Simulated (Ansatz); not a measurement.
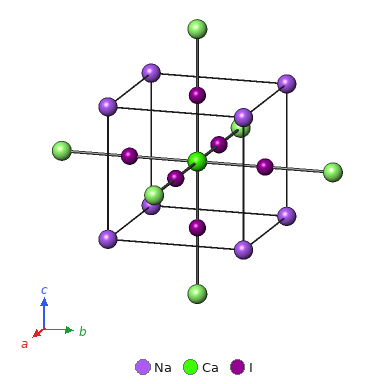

Shown here is a ball-and-stick view of the crystal, taken slightly off an axis. The outline marks the conventional unit cell. The bonded neighbours beyond the faces are included, in fainter colours.

NaCaI₃, space group P4/mmm (No. 123), a = 6.310 Å, b = 6.310 Å, c = 6.064 Å, α = 90.00°, β = 90.00°, γ = 90.00°. Starting structure: a structure type filled with these elements by a generator (whether the compound takes this form wasn't checked). The cell was then strained or its atoms displaced on purpose. An electronic-structure calculation with Ansatz was run on it.

This one geometry was computed with Ansatz (DFT, plane waves, PAW) at three levels of theory: r2SCAN, HSE06 and PBE. It was relaxed with r2SCAN and then strained.

**How does the band gap change with the level of theory?**

PBE: a gap of 2.39 eV, indirect; r2SCAN: a gap of 3.08 eV, indirect; HSE06: a gap of 3.33 eV, indirect.

**Collect the results in a table.**

| level | cutoff (eV) | k-mesh of the run's cell | gap (eV) | pressure (GPa) |
| --- | --- | --- | --- | --- |
| r2SCAN | 500 | 4×4×4 | 3.08 | -0.7 |
| HSE06 | 420 | 2×2×2 | 3.33 | -0.5 |
| PBE | 420 | 4×4×4 | 2.39 | -0.5 |

Gaps are taken on the k-mesh or band path of each run.
